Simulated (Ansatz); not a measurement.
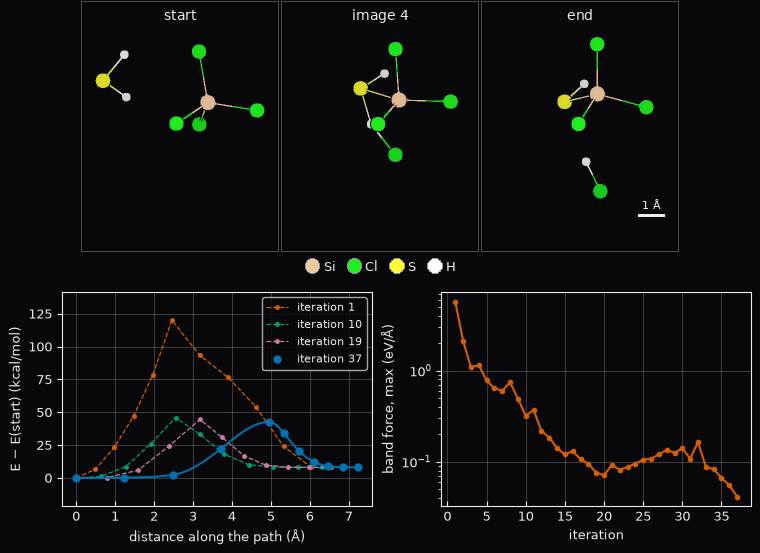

A search for the minimum-energy path of SiH2SCl4, made up at the start of SiCl4 and H$_{2}$S by the nudged elastic band. Images are numbered from 0 (start) to 10 (end). The plot follows the band through its iterations. The picture is a ball-and-stick view, seen at a tilt.

Computed with RKS B3LYP/def2-SVP in Ansatz 0.2.0. Settings: 9 movable images; climbing image; force threshold 0.05 eV/Å; iteration limit 60; starting path through a guess of the saddle point.

### Did the band converge, and can the barrier be trusted?

The result is final at these settings. The band converged in 37 iterations. The largest component of the band force went from 5.7 to 0.041 eV/Å. The climbing image converged on the top of the path. Its vibrational analysis gives one imaginary mode (507i cm⁻¹), as a transition state must have. The first iteration put the highest image at 120.1 kcal/mol. The energy climbs by 42.7 kcal/mol to image 4 and then falls by 34.7 kcal/mol, so the end point sits at +8.0 kcal/mol.

Limits of the set-up: the start holds two separate molecules, 3.1 Å apart at their closest, whose relative position is a soft coordinate and is computed without a dispersion correction.
